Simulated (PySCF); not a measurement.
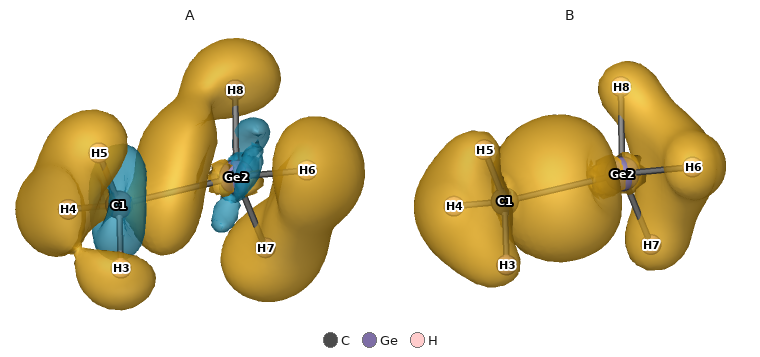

CH6Ge, SMILES `C[GeH3]`. The Fukui function f⁻ from two separate SCF calculations and the density of the HOMO, at ±0.02 e/Å³ (yellow positive, teal negative).

Computed with PySCF, PBE/def2-TZVP, geometry: GFN2-xTB. No frequency check shows the geometry to be a minimum. GFN2-xTB bond lengths at metals and heavier atoms can be off by up to 0.1 Å and shapes distorted, which carries into these values.

Coordinates in Å:

```
C1      -1.5689    0.0002    0.0000
Ge2      0.3897   -0.0001   -0.0001
H3      -1.9547   -0.5836    0.8320
H4      -1.9546   -0.4284   -0.9220
H5      -1.9543    1.0130    0.0894
H6       0.9345    0.5884    1.2607
H7       0.9341   -1.3865   -0.1207
H8       0.9378    0.8007   -1.1355
```

> Which panel is which, and how good is the frozen-orbital picture?

A is f⁻ (it has negative regions), B the HOMO density. The HOMO lies on C1 (41 %) and Ge2 (32 %); f⁻ (Hirshfeld-condensed) is largest on Ge2 (0.28); the vertical ionisation energy is 11.11 eV. Relaxation shifts 31 % of the electron between atoms. The orbital energy is −7.72 eV.
